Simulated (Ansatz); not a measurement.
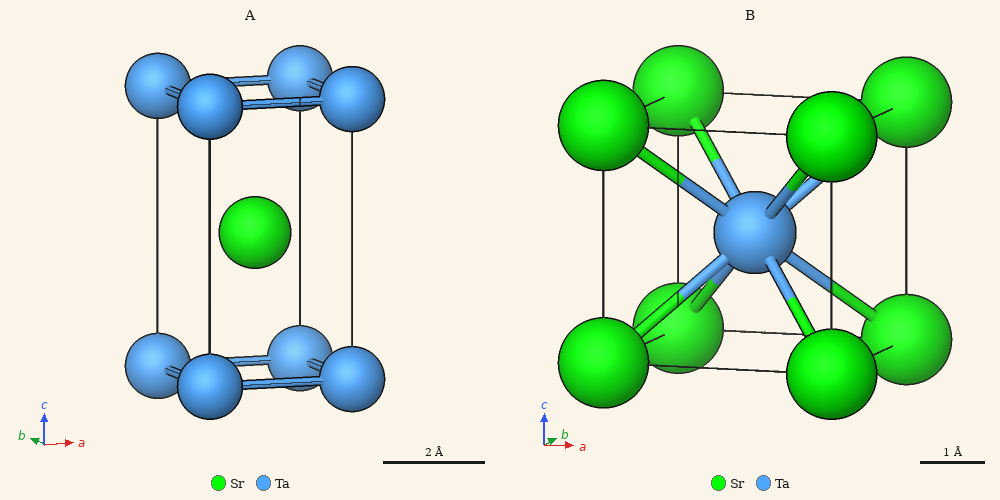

Two structures of SrTa, each relaxed to rest (conventional cells in solid outline, small ones repeated, not to one scale). Method: DFT PBE, scalar-relativistic, plane waves, PAW (Ansatz 0.2.0), without spin polarisation.

What are A and B?

Answer. A: 2 atoms a cell on a primitive tetragonal lattice, P4/mmm. B: caesium chloride (CsCl, B2) type, Pm-3m.

A or B: which is lower in energy?

Answer. A is lower, by 525 meV/atom at this level of theory (energies at zero smearing). Volumes: A 25.6, B 27.7 Å³/atom.

One or both may be structure types tried for this composition rather than known phases.
